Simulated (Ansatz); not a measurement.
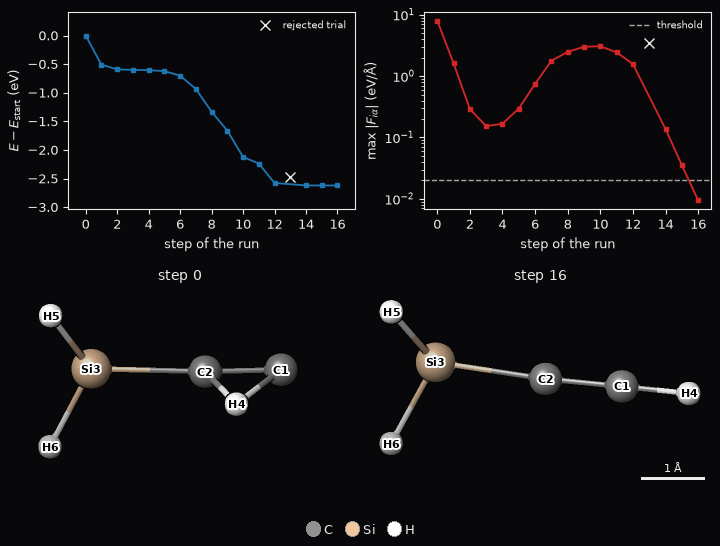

First and last geometry of a relaxation of C2H3Si (multiplicity 2), with the history of the run. A ball-and-stick model, seen at a tilt.

The run prepares an end point of a later path (hydrogen shift) calculation, from a guessed geometry.

These are results of Ansatz, UKS PBE-D4/def2-SVP, not measurements.

The input:
```yaml
crystal:
  periodic: [false, false, false]
  atoms:
    - { symbol: C, position_ang: [-0.66954, -1.60964, -0.22139] }
    - { symbol: C, position_ang: [-0.22799, -0.49291, -0.0742] }
    - { symbol: Si, position_ang: [0.27641, 1.23951, 0.11266] }
    - { symbol: H, position_ang: [0.50747, -1.28578, 0.06202] }
    - { symbol: H, position_ang: [1.11667, 1.76985, -0.94456] }
    - { symbol: H, position_ang: [0.52333, 1.68704, 1.47045] }
magnetization:
  spin_polarized: true
  initial_magnetization: 1
basis:
  gaussian: { orbitals: def2-SVP }
hamiltonian:
  xc: pbe
  dispersion: d4
relax:
  f_tol: 0.02
  max_steps: 50
```

Run as
```bash
ansatz run input.yaml --threads 1 --pin off --max-ram 2048MiB --backend cpu --events-out ev --progress --plain --runs-dir out
```

Did the run converge, and what did it change?

Answer. It converged. Over 15 accepted moves (16 points after the start) the energy falls by 2.621 eV. Largest force component: 8 eV/Å at the start, 0.0094 eV/Å at the end. The line search rejected the trial step at point 13 of the run. H4 moves most after the best rigid fit: 1.50 Å. Largest moves by element: H 1.50 Å, C 0.59 Å, Si 0.31 Å. Some distances before and after: C2–H4 1.090 → 2.316 Å, C1–H4 1.253 → 1.082 Å, Si3–H5 1.451 → 1.503 Å, C1–C2 1.210 → 1.234 Å. Bonds break: C2–H4 (1.09 → 2.32 Å). Among the angles between lasting bonds that change: C2–C1–H4 52.5° → 179.3°, H5–Si3–H6 118.1° → 112.4°, C2–Si3–H5 115.8° → 111.8°.

```
step  E − E(0), eV  largest force component, eV/Å      note
   0        0.0000                         8.0344          
   1       -0.5084                         1.6252          
   2       -0.5916                         0.2911          
   3       -0.6000                         0.1526          
   4       -0.6064                         0.1674          
   5       -0.6214                         0.2954          
   6       -0.7013                         0.7446          
   7       -0.9334                         1.7770          
   8       -1.3310                         2.4769          
   9       -1.6617                         3.0079          
  10       -2.1214                         3.0628          
  11       -2.2383                         2.4343          
  12       -2.5771                         1.5672          
  13       -2.4644                         3.4208  rejected
  14       -2.6195                         0.1369          
  15       -2.6204                         0.0353          
  16       -2.6207                         0.0094
```
